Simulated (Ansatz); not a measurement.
**C2H9OSbSi: small, medium and large basis sets**

Aim: see how fast density functionals converge with the basis set for C2H9OSbSi.

Program: Ansatz 0.2.0, Gaussian basis. Level of theory: one geometry, several basis sets. These are calculated values, not measurements.

The runs, in order: PBE0-D4/def2-SVP; ωB97M-V/def2-SVP; PBE0-D4/def2-QZVPP; ωB97M-V/def2-QZVPP; the functionals' def2-TZVPP values are taken from earlier runs.

### Step 1. Structure used throughout

All runs share one geometry, relaxed beforehand with PBE0-D4 in a triple-zeta def2 set. Sb takes the def2 core potential; no spin-orbit term is included.

14 atoms, charge 0, spin multiplicity 1.

Atoms are counted from 1 here; the program's logs count them from 0.

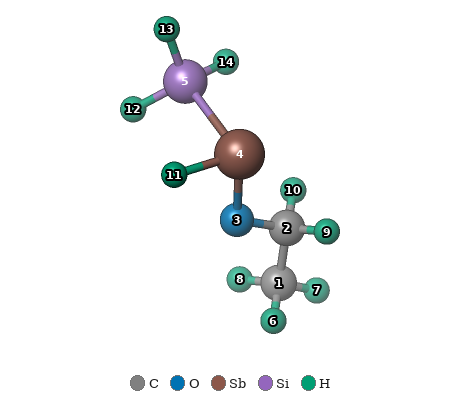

The structure; carbon grey, oxygen blue, antimony brown, silicon purple, hydrogen teal; atoms are numbered from 1 in the order of the file.

Geometry (Å):

```xyz
14

C    -1.4749    1.3207    1.5594
C    -0.1451    1.0268    0.9083
O    -0.3712    0.7038   -0.4469
Sb    1.2345    0.4349   -1.5771
Si    1.2432   -2.1422   -1.3020
H    -1.9640    2.1613    1.0633
H    -1.3384    1.5698    2.6149
H    -2.1326    0.4520    1.4892
H     0.5186    1.9004    1.0017
H     0.3480    0.1936    1.4332
H     0.2852    0.2869   -2.9921
H    -0.1194   -2.7043   -1.4859
H     2.1712   -2.7464   -2.2979
H     1.7318   -2.4866    0.0606
```

### Step 2. PBE0-D4 in def2-SVP

Input file in.yaml:

```yaml
crystal:
  periodic: [false, false, false]
  atoms:
    - {symbol: C, position_ang: [-1.474893, 1.320670, 1.559382]}
    - {symbol: C, position_ang: [-0.145140, 1.026819, 0.908320]}
    - {symbol: O, position_ang: [-0.371176, 0.703794, -0.446890]}
    - {symbol: Sb, position_ang: [1.234492, 0.434935, -1.577146]}
    - {symbol: Si, position_ang: [1.243155, -2.142174, -1.301985]}
    - {symbol: H, position_ang: [-1.963978, 2.161342, 1.063280]}
    - {symbol: H, position_ang: [-1.338362, 1.569823, 2.614945]}
    - {symbol: H, position_ang: [-2.132574, 0.451993, 1.489242]}
    - {symbol: H, position_ang: [0.518590, 1.900377, 1.001657]}
    - {symbol: H, position_ang: [0.347999, 0.193622, 1.433203]}
    - {symbol: H, position_ang: [0.285212, 0.286936, -2.992099]}
    - {symbol: H, position_ang: [-0.119364, -2.704300, -1.485871]}
    - {symbol: H, position_ang: [2.171219, -2.746408, -2.297915]}
    - {symbol: H, position_ang: [1.731819, -2.486632, 0.060578]}
basis:
  gaussian: {orbitals: def2-SVP}
hamiltonian: {xc: pbe0, dispersion: d4}
output: {orbitals: {seedname: orbitals}}
```

The run is started by

```sh
$ ansatz run in.yaml --threads 4 --pin off --events-out ev --progress --plain --max-ram 11315MiB
```

Output:

```text
Functional definition: PBE0
  name "PBE0"
  cite "Adamo & Barone, J. Chem. Phys. 110, 6158 (1999) doi:10.1063/1.478522"
  cite "Perdew, Burke & Ernzerhof, Phys. Rev. Lett. 77, 3865 (1996) doi:10.1103/PhysRevLett.77.3865"
  parent pbe
  parameter a = 0.25
  parameter kappa = 0.804
  parameter beta = 0.06672455060314922
  exchange = (1 - a)*pbe_x(kappa = kappa, mu = beta*pi^2/3) + a*exact_x
  correlation = pbe_c(beta = beta)
1539 factors; their error is unknown
mean field evaluation 1: about -18662.2553 eV, gradient 5.3e1 eV
mean field evaluation 2: about -18643.9589 eV, gradient 1.1e2 eV
mean field evaluation 4: about -18668.6323 eV, gradient 5.5e0 eV
mean field evaluation 8: about -18668.6917 eV, gradient 7.5e-2 eV
mean field evaluation 16: about -18668.8500 eV, gradient 4.4e-5 eV
mean field -18668.84998397 eV, -686.0675827100 hartree, gradient 4.4e-5 eV, S^2 0.000000; 0 other end points of the search recorded, 0 dependent functions left out
reference -18668.85001623 eV, -686.0675838954 hartree; 33, 33 occupied and 98, 98 virtual orbitals, 1539 factors
Total energy: -18669.12752862 eV, -686.0777822875 hartree
```

It took 2.5 s on 4 threads of AMD EPYC 7R43, shared host; peak memory 0.36 GiB.

### Step 3. ωB97M-V in def2-SVP

in.yaml: that of step 2 with these lines changed.

```diff
@@ -19,3 +19,3 @@
   gaussian: {orbitals: def2-SVP}
-hamiltonian: {xc: pbe0, dispersion: d4}
+hamiltonian: {xc: {name: wB97M-V}}
 output: {orbitals: {seedname: orbitals}}
```

Same command.

Output (excerpt; [...] marks lines left out):

```text
Functional definition: wB97M-V
  name "wB97M-V"
  cite "Mardirossian & Head-Gordon, J. Chem. Phys. 144, 214110 (2016) doi:10.1063/1.4952647"
  cite "Becke, J. Chem. Phys. 107, 8554 (1997) doi:10.1063/1.475007"
  cite "Vydrov & Van Voorhis, J. Chem. Phys. 133, 244103 (2010) doi:10.1063/1.3521275"
  # Of w^i u^j: cxij and so on, Table III.
[...]
  gx(w, u) = 1 - cx + cx01*u + cx10*w
  gss(w, u) = css00 + css04*u^4 + css10*w + css20*w^2 + css43*w^4*u^3
  gos(w, u) = cos00 + cos10*w + (cos20 + cos21*u)*w^2 + (cos60 + cos61*u)*w^6
[...]
      + integral(e_c_pw_mod_opposite_spin*gos(b97_w_opposite, b97_u_opposite)) + vv10(b, c)
1510 factors; their error is unknown
407 factors; integrals over basis functions are off by at most 8.4e-6 eV
[...]
mean field -18672.77759613 eV, -686.2119197944 hartree, gradient 3.2e-5 eV, S^2 0.000000; 0 other end points of the search recorded, 0 dependent functions left out
reference -18672.77764839 eV, -686.2119217150 hartree; 33, 33 occupied and 98, 98 virtual orbitals, 1510 factors
Total energy: -18672.77764839 eV, -686.2119217150 hartree
```

It took 8 s on 4 threads of AMD EPYC 7R43, shared host; peak memory 0.49 GiB.

### Step 4. PBE0-D4 in def2-QZVPP

in.yaml: that of step 3 with these lines changed.

```diff
@@ -18,4 +18,4 @@
 basis:
-  gaussian: {orbitals: def2-SVP}
-hamiltonian: {xc: {name: wB97M-V}}
+  gaussian: {orbitals: "def2-QZVPP.json"}
+hamiltonian: {xc: pbe0, dispersion: d4}
 output: {orbitals: {seedname: orbitals}}
```

Launched as before.

Output:

```text
Functional definition: PBE0
  name "PBE0"
  cite "Adamo & Barone, J. Chem. Phys. 110, 6158 (1999) doi:10.1063/1.478522"
  cite "Perdew, Burke & Ernzerhof, Phys. Rev. Lett. 77, 3865 (1996) doi:10.1103/PhysRevLett.77.3865"
  parent pbe
  parameter a = 0.25
  parameter kappa = 0.804
  parameter beta = 0.06672455060314922
  exchange = (1 - a)*pbe_x(kappa = kappa, mu = beta*pi^2/3) + a*exact_x
  correlation = pbe_c(beta = beta)
1925 factors; their error is unknown
mean field evaluation 1: about -18667.8041 eV, gradient 6.6e1 eV
mean field evaluation 2: about -18635.7093 eV, gradient 1.4e2 eV
mean field evaluation 4: about -18677.2521 eV, gradient 9.2e0 eV
mean field evaluation 8: about -18677.3917 eV, gradient 2.7e-1 eV
mean field evaluation 16: about -18677.4370 eV, gradient 2.5e-4 eV
mean field -18677.43696188 eV, -686.3831483275 hartree, gradient 5.8e-5 eV, S^2 0.000000; 0 other end points of the search recorded, 0 dependent functions left out
reference -18677.43701345 eV, -686.3831502229 hartree; 33, 33 occupied and 560, 560 virtual orbitals, 1925 factors
Total energy: -18677.71452584 eV, -686.3933486150 hartree
```

Wall time 23 s (4 threads of AMD EPYC 7R43, shared host); peak memory 2.8 GiB.

### Step 5. ωB97M-V in def2-QZVPP

in.yaml: that of step 4 with these lines changed.

```diff
@@ -19,3 +19,3 @@
   gaussian: {orbitals: "def2-QZVPP.json"}
-hamiltonian: {xc: pbe0, dispersion: d4}
+hamiltonian: {xc: {name: wB97M-V}}
 output: {orbitals: {seedname: orbitals}}
```

Launched as before.

Output (excerpt; [...] marks lines left out):

```text
Functional definition: wB97M-V
  name "wB97M-V"
  cite "Mardirossian & Head-Gordon, J. Chem. Phys. 144, 214110 (2016) doi:10.1063/1.4952647"
  cite "Becke, J. Chem. Phys. 107, 8554 (1997) doi:10.1063/1.475007"
  cite "Vydrov & Van Voorhis, J. Chem. Phys. 133, 244103 (2010) doi:10.1063/1.3521275"
  # Of w^i u^j: cxij and so on, Table III.
[...]
  gx(w, u) = 1 - cx + cx01*u + cx10*w
  gss(w, u) = css00 + css04*u^4 + css10*w + css20*w^2 + css43*w^4*u^3
  gos(w, u) = cos00 + cos10*w + (cos20 + cos21*u)*w^2 + (cos60 + cos61*u)*w^6
[...]
      + integral(e_c_pw_mod_opposite_spin*gos(b97_w_opposite, b97_u_opposite)) + vv10(b, c)
1905 factors; their error is unknown
498 factors; integrals over basis functions are off by at most 9.6e-6 eV
[...]
mean field -18681.63543235 eV, -686.5374392717 hartree, gradient 8.3e-5 eV, S^2 0.000000; 0 other end points of the search recorded, 0 dependent functions left out
reference -18681.63551393 eV, -686.5374422694 hartree; 33, 33 occupied and 560, 560 virtual orbitals, 1905 factors
Total energy: -18681.63551393 eV, -686.5374422694 hartree
```

It took 46 s on 4 threads of AMD EPYC 7R43, shared host; peak memory 3 GiB.

### Step 6. Density functionals: the series

The def2-TZVPP values come from earlier runs at the same geometry.

```csv
functional,basis,functions,energy (eV),from the largest (eV),HOMO (eV),LUMO (eV)
PBE0-D4,def2-SVP,131,-18669.1275,8.587,-6.66,-1.05
PBE0-D4,def2-TZVPP,311,-18677.1321,0.582,-6.75,-1.24
PBE0-D4,def2-QZVPP,593,-18677.7145,0.000,-6.77,-1.28
ωB97M-V,def2-SVP,131,-18672.7776,8.858,-8.68,0.84
ωB97M-V,def2-TZVPP,311,-18681.0720,0.564,-8.79,0.51
ωB97M-V,def2-QZVPP,593,-18681.6355,0.000,-8.81,0.42
```

### Step 7. Results

```
                                       quantity          value
PBE0-D4: double and triple zeta above quadruple  8.59, 0.58 eV
ωB97M-V: double and triple zeta above quadruple  8.86, 0.56 eV
```

In words: PBE0-D4 gains 8.00 eV from double to triple zeta, then 0.58 eV more. These are total energies; as a rule much of such shifts cancels in differences, which this series doesn't test.

For PBE0-D4 the largest set took about 9 times as long as the smallest (23 s against 2.5 s).
